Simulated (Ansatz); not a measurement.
## Electronic structure of GeH₄S₂ (SMILES S[S][GeH3]) in real space

Input file:

```
crystal:
  periodic: [false, false, false]
  atoms:
    - { symbol: S, position_ang: [-0.934, -1.9915, 0.0142] }
    - { symbol: S, position_ang: [-1.4997, 0.0288, 0.594] }
    - { symbol: Ge, position_ang: [0.539, 0.7629, 0.228] }
    - { symbol: H, position_ang: [-1.23, -1.6722, -1.3457] }
    - { symbol: H, position_ang: [0.9542, 0.528, -1.2614] }
    - { symbol: H, position_ang: [0.6483, 2.29, 0.5694] }
    - { symbol: H, position_ang: [1.5836, -0.0139, 1.1558] }
basis:
  gaussian:
    orbitals: def2-TZVP
hamiltonian:
  xc: lc_wpbe
output:
  orbitals: {}
```

Command:

```sh
python geh4s2.py
```

All numbers below come from Ansatz, SCF lc_wpbe, Gaussian basis.

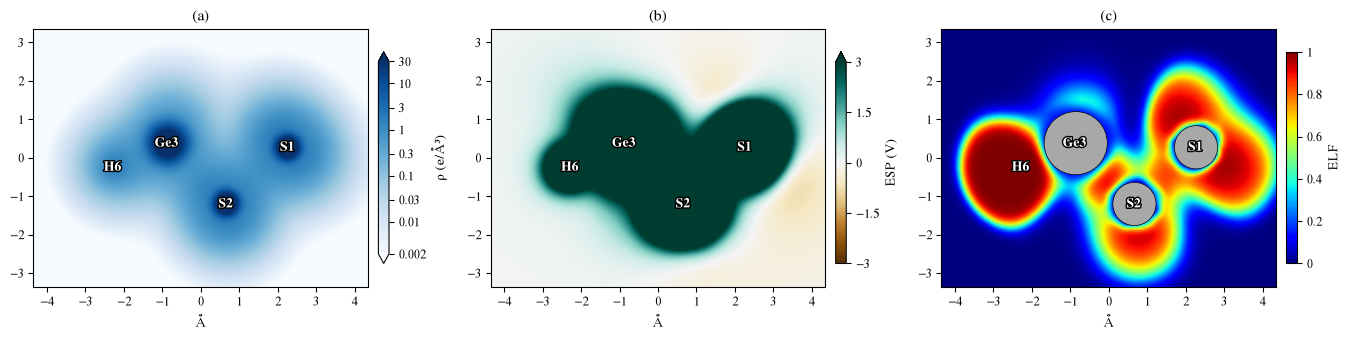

Figure 1. (a) electron density; (b) electrostatic potential; (c) ELF on the plane of atoms S1, S2 and Ge3. Grey discs cover the atomic cores in the ELF map.

What does the map show?

- The plane passes through S, Ge and H nuclei.
- S–S (2.18 Å): the density is about 0.82 e/Å³ at the midpoint; the ELF peaks at about 0.85 between the atoms (a shared electron pair).
- Ge–S (2.20 Å): ρ is about 0.79 e/Å³ halfway; the ELF peaks at about 0.90 in the valence shell of S, 0.9 Å from its nucleus, and is about 0.80 at the midpoint.
- Ge–H (1.57 Å): ρ at the midpoint is about 1 e/Å³; the ELF climbs to about 1 towards the hydrogen.
- The ELF also peaks beside S2 and S1, away from the bonds: lone-pair regions.
- Outside the dense part of the molecule the potential is most negative (−0.7 V) near S1.

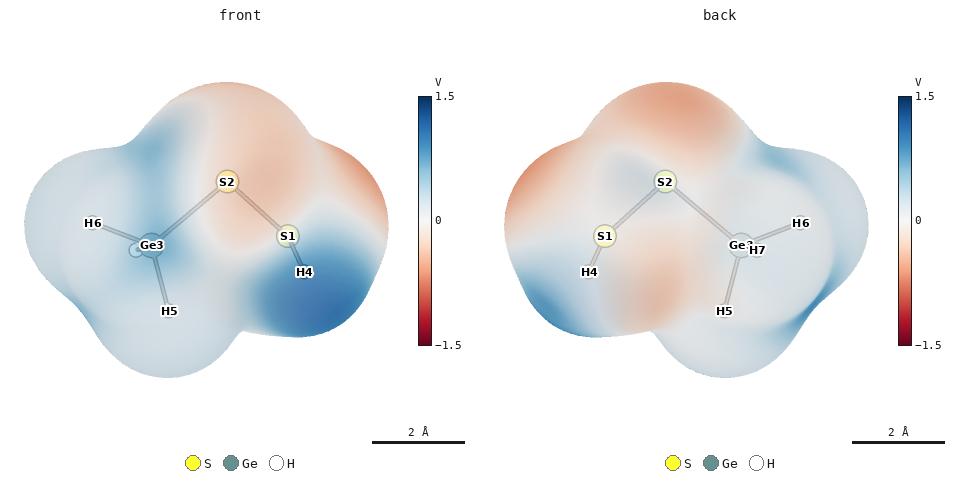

Figure 2. The electrostatic potential painted on the density surface at 0.001 e/bohr³, seen from the front and from behind; red is negative and blue positive.

Which sites attract a positive test charge, and which a negative one?

A positive charge is drawn to the negative regions and a negative charge to the positive ones. The most negative region (about −0.6 V) lies over S1 and S2, the most positive (about +1.2 V) over H4.

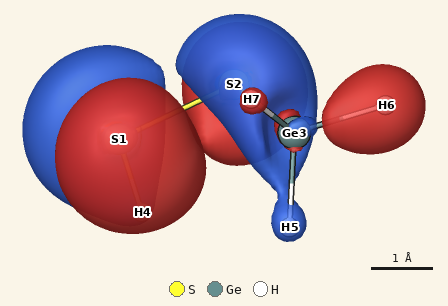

Figure 3. The HOMO at ±0.08 Å⁻³ᐟ² (blue and red are the two phases), seen at an oblique angle.

Where does this orbital lie, and at what energy?

Its weight (Hirshfeld) is mainly on S1 (about 60 %), S2 (about 25 %) and Ge3 (about 10 %). Its energy is −10.08 eV.
